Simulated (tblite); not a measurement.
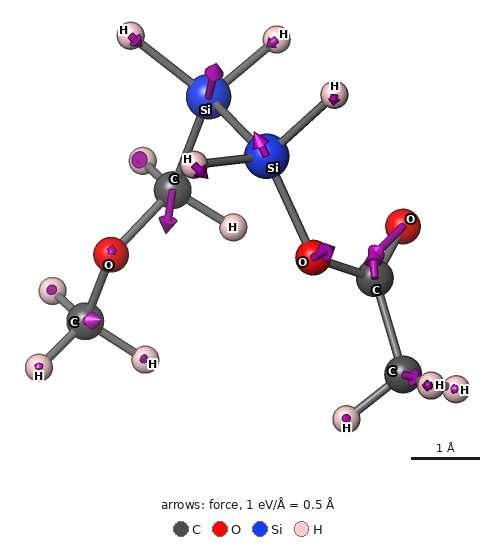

Starting geometry of C4H12O3Si2 with the computed forces as purple arrows. A ball-and-stick model, seen at a tilt.

Method: tblite, GFN2-xTB geometry optimisation, gas phase. 

### Is this structure relaxed? If not, where do the atoms go?

It isn't relaxed: the largest force vector, on an O atom, is 2.20 eV/Å. The final displacements have little in common with the starting forces (cosine between the two patterns 0.09). After 138 geometry steps the energy has fallen by 42.0 kJ/mol. The largest move after the best rigid fit is that of an H atom, 1.10 Å. Largest moves by element: H 1.10 Å, O 0.68 Å, C 0.62 Å, Si 0.44 Å. Near-neighbour distances that change, for instance: O–Si 3.469 → 2.743 Å, C–Si 1.858 → 1.916 Å, C–O 1.352 → 1.310 Å, H–Si 1.487 → 1.464 Å. Among the angles between lasting bonds that change: O–C–Si 116.7° → 103.5°, Si–Si–H 109.5° → 121.9°, Si–Si–H 110.8° → 121.2°. Groups turn about O–Si by about 40°, C–Si by about 40°, Si–Si by about 25°.
